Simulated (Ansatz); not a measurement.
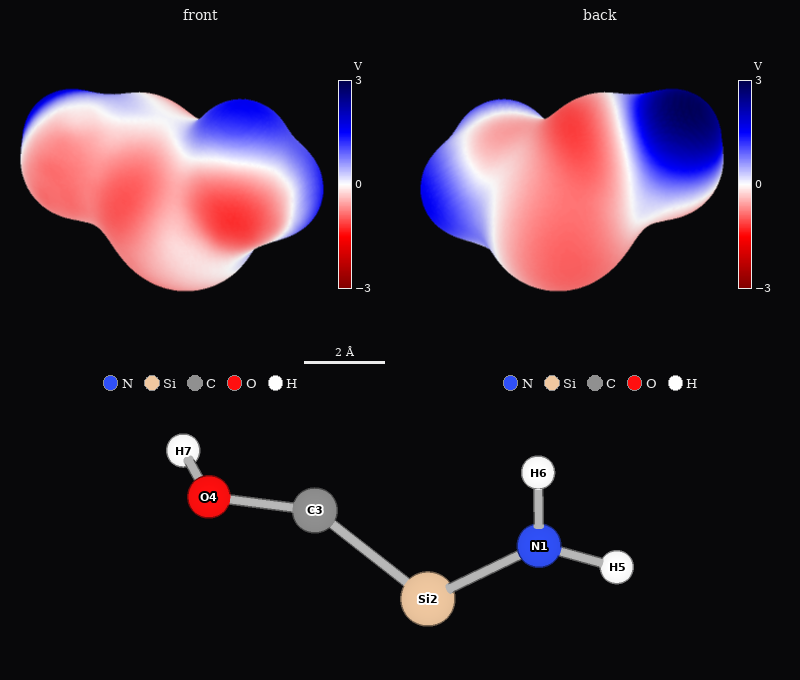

Figure 1: CH3NOSi (SMILES N[Si]#CO). The electrostatic potential painted on the density surface at 0.002 e/bohr³, seen from the front and from behind; the colour scale runs from red (negative) to blue (positive). The bare structure is drawn below in the same view.

Computed with RKS PBE-D4/def2-SVP (Ansatz).

Input

```
crystal:
  periodic: [false, false, false]
  atoms:
    - { symbol: "N", position_ang: [-1.17587, 1.52417, 0.04353] }
    - { symbol: Si, position_ang: [-0.29483, 0.09377, -0.25783] }
    - { symbol: C, position_ang: [0.88612, -1.02939, 0.305] }
    - { symbol: O, position_ang: [1.12191, -2.28577, -0.17726] }
    - { symbol: H, position_ang: [-0.78741, 2.42147, -0.20898] }
    - { symbol: H, position_ang: [-1.75048, 1.59651, 0.87234] }
    - { symbol: H, position_ang: [0.35537, -2.84821, -0.00705] }
basis:
  gaussian: { orbitals: def2-SVP }
hamiltonian:
  xc: pbe
  dispersion: d4
relax:
  f_tol: 0.015
  max_steps: 40
output:
  orbitals: {}
```

Launched as:

```sh
ansatz run input.yaml --threads 1 --pin off --max-ram 2048MiB --backend cpu --events-out ev --progress --plain --runs-dir out
```

The fields are those of the relaxed geometry.

Describe the electrostatic potential map.

Answer. The most negative region (about −1.2 V) lies over N1, the most positive (about +2.9 V) over H7. N1 is the likeliest acceptor of a hydrogen bond.
